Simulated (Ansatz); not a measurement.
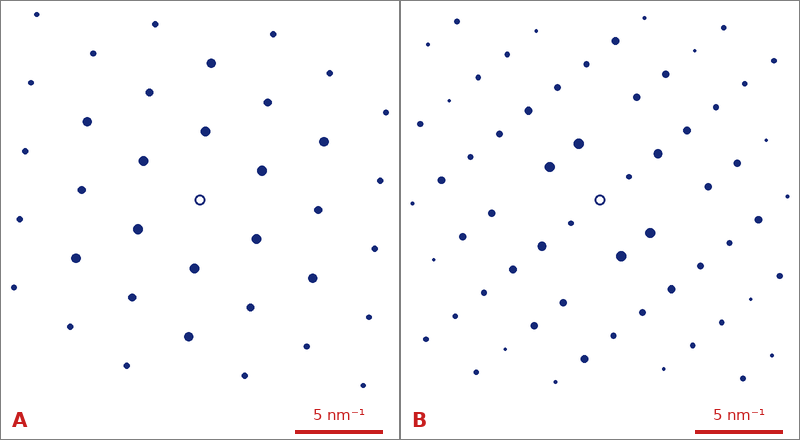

Kinematic electron diffraction patterns (300 kV, B = 0.5 Å², same scale, each along a low-index zone) of two structures of composition Be3Cd, each relaxed at zero pressure with DFT PBE, scalar-relativistic, plane waves, PAW in Ansatz.

The structures (standard cells):
1. P6_3/mmc (No. 194), a = 5.408 Å, c = 3.675 Å (hexagonal axes), 8 atoms; generated start, possibly hypothetical
2. Pm-3m (No. 221), a = 3.588 Å, 4 atoms; generated start, possibly hypothetical

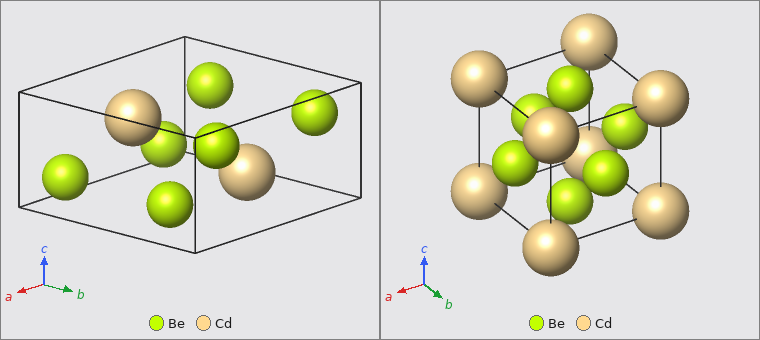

Drawings of the structures 1 to 2, from left to right (each may span several cells).

Which pattern belongs to which structure, and along which zone?

Answer. A is structure 2 along [111] or an equivalent direction: hexagonal net of -1 1 0 at d = 2.54 Å and -1 0 1 at d = 2.54 Å, 60.0° apart. B is structure 1 along [101] or an equivalent direction: centred rectangular net of 0 1 0 at d = 4.68 Å and 1 0 -1 at d = 2.89 Å, 72.0° apart (some points of this net are extinct or too weak to see).

Which structure lies lowest at this level of theory, and by how much?

Answer. Structure 1 (P6_3/mmc, 11.64 Å³ an atom) is the lowest of these; structure 2 (Pm-3m, 11.55 Å³ an atom) lies about 180 meV an atom higher. These are static energies at 0 K; other structures, not shown, may lie lower still.
